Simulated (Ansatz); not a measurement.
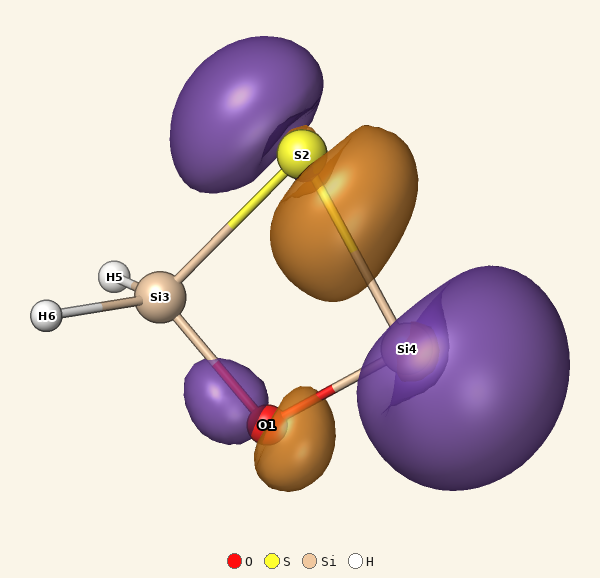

Figure. H2OSSi2. The HOMO at ±0.15 Å⁻³ᐟ² (orange and purple are the two phases), seen at a tilt.

Geometry: BLYP-D3(BJ)/def2-SVP.

Computed with Ansatz 0.2.0, isolated molecule in a Gaussian basis; Kohn-Sham density functional theory, functional PBE0.

Input

```
crystal:
  periodic: [false, false, false]
  atoms:
    - {symbol: O, position_ang: [-2.879505, 1.421024, -0.042202]}
    - {symbol: S, position_ang: [-0.297892, 2.304659, 0.802196]}
    - {symbol: Si, position_ang: [-1.625032, 0.580621, 0.761675]}
    - {symbol: Si, position_ang: [-2.190231, 2.991406, -0.231059]}
    - {symbol: H, position_ang: [-2.060371, 0.105096, 2.110581]}
    - {symbol: H, position_ang: [-1.122343, -0.566558, -0.054613]}
basis:
  gaussian: {orbitals: def2-TZVPD}
total_charge: 0
hamiltonian: {xc: {name: PBE0}}
output: {forces: true, orbitals: {seedname: orbitals}}
```

Run with:

```sh
ansatz run input.yaml --threads 2 --pin off --max-ram 4350MiB --events-out events.jsonl --progress --plain --runs-dir runs
```

Q: Describe this orbital and give its energy.

A: It lies mainly on Si4 (about 55 %), S2 (about 30 %) and O1 (about 5 %). Its energy is −7.36 eV.
